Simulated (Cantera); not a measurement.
Feed: 1 mol CH3SiH3, 0.019 mol CH4, 1300 mol H2, 0.083 mol C3H8, equilibrated at 10.0 mbar.

These are equilibrium values from Cantera (NASA tables, ideal gas, pure condensed phases), not measurements of a reactor. Candidate condensed phases: C, C6H6, C7H8, C8H18, Si, SiC; 87 gas species. The feed counts by its element totals alone. Equilibrium is a limit: real reactors are often held back by kinetics, nucleation or transport.

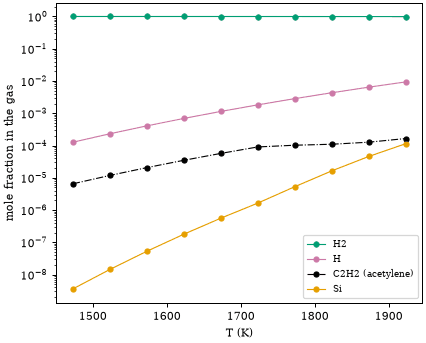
*Equilibrium gas composition (values under 1e-9 drawn at 1e-9)*

### Question
Read off the mole fractions at 1573 K.

### Answer
H2 about 1.00, H about 0.00041, C2H2 (acetylene) about 2.1e-5, Si about 5.3e-8.
